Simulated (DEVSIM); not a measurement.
Structure: Si n-p junction from an implanted or diffused profile, at 350 K.

```
layer (left to right)  material  thickness (μm)  Na (cm⁻³)   τn (s)   τp (s)
---------------------  --------  --------------  ---------  -------  -------
1                            Si            81.0     2.5e15  0.00074  0.00074
```

Added donor profile: 2.3e18 cm⁻³ × exp(−(x − 0 μm)²/(2·(0.27 μm)²)). Left contact: ohmic. Right contact: ohmic. Voltage is applied to the left contact. Recombination: SRH at mid-gap. Mobility is μmin + (μ − μmin)/(1 + (N/Nref)^α).

This is a model device: material constants are rounded textbook-type values typed into the input, and sizes, dopings and lifetimes were drawn at random. Values at 300 K; Nc and Nv go as T^1.5, mobilities as T to minus their exponent, the gap by Varshni's rule with the affinity fixed.

```tsv
parameter	Si
gap (eV)	1.124
affinity (eV)	4.05
permittivity	11.7
Nc (cm⁻³)	2.86e19
Nv (cm⁻³)	3.1e19
μn (cm²/Vs)	1417
μp (cm²/Vs)	470
μn,min	52
μp,min	45
Nref,n	9.7e16
Nref,p	2.2e17
αn	0.68
αp	0.72
T exponent of μn	2.3
T exponent of μp	2.2
Varshni α (eV/K)	0.000473
Varshni β (K)	636
```

Simulated with DEVSIM: 1D drift-diffusion, Boltzmann statistics, complete ionisation; no tunnelling, impact ionisation, image-force lowering or self-heating.

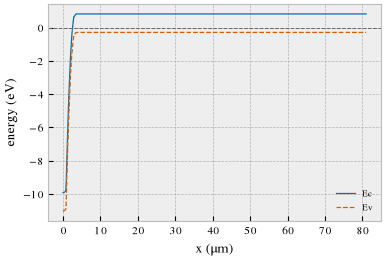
Band edges at 10.0 V on the left contact

Energies count from the Fermi level of the right contact; mesh points crowd at the junctions.

| x (μm) | Ec (eV) | Ev (eV) | n (cm⁻³) | p (cm⁻³) | field (V/cm) |
|---|---|---|---|---|---|
| 0.000 | -9.917 | -11.028 | 2.3e18 | 62000 | 12 |
| 0.02714 | -9.917 | -11.028 | 2.3e18 | 57000 | 110 |
| 0.07260 | -9.916 | -11.027 | 2.2e18 | 49000 | 300 |
| 0.1442 | -9.913 | -11.023 | 2.0e18 | 39000 | 600 |
| 0.3265 | -9.895 | -11.006 | 1.1e18 | 21000 | 1400 |
| 0.5454 | -9.855 | -10.966 | 3.0e17 | 8900 | 2300 |
| 0.7722 | -9.661 | -10.772 | 4.8e14 | 470 | 41000 |
| 1.058 | -7.594 | -8.705 | 3500 | 480 | 79000 |
| 1.287 | -5.859 | -6.970 | 3700 | 780 | 72000 |
| 1.744 | -2.984 | -4.095 | 4600 | 1700 | 54000 |
| 2.845 | 0.621 | -0.490 | 17000 | 3.4e12 | 11000 |
| 6.789 | 0.819 | -0.291 | 2700000 | 2.5e15 | ≈ 0 |
| 14.99 | 0.819 | -0.291 | 8700000 | 2.5e15 | ≈ 0 |
| 34.73 | 0.819 | -0.291 | 2.3e7 | 2.5e15 | ≈ 0 |
| 65.80 | 0.819 | -0.291 | 4.6e7 | 2.5e15 | ≈ 0 |
| 74.29 | 0.819 | -0.291 | 5.2e7 | 2.5e15 | ≈ 0 |
| 78.17 | 0.819 | -0.291 | 5.5e7 | 2.5e15 | ≈ 0 |
| 79.81 | 0.819 | -0.291 | 5.6e7 | 2.5e15 | ≈ 0 |
| 80.64 | 0.819 | -0.291 | 5.7e7 | 2.5e15 | ≈ 0 |
| 80.86 | 0.819 | -0.291 | 5.7e7 | 2.5e15 | ≈ 0 |
| 80.95 | 0.819 | -0.291 | 5.7e7 | 2.5e15 | ≈ 0 |
| 81.00 | 0.819 | -0.291 | 5.7e7 | 2.5e15 | ≈ 0 |
